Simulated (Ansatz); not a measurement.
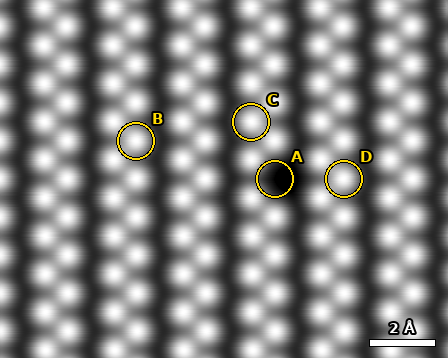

Dark-field STEM-like image of Co (P6_3/mmc, No. 194) along [102]. The image is simulated as a sum over atoms of Z^1.6, blurred by a 0.67 Å probe (no channelling). The probe carries 25 % of its weight in a tail 2.5 times as wide. The display is stretched by a gamma of 0.65; percentages refer to the linear signal. A slight drift was added.

The sample is 1 repeat (8.5 Å) thick. One point defect was put into the perfect crystal, without relaxing the atoms around it. Brightness is counted from the darkest point of the image. Host structure: the end point of a relaxation at fixed volume with DFT r2SCAN, scalar-relativistic, plane waves, PAW in Ansatz 0.2.0.

Q: Which ringed column holds the defect, and does it scatter more or less than its equals?

A; it scatters less. The column holds 1 atom (Co) through the sample, and one Co atom is missing, so its peak vanishes.
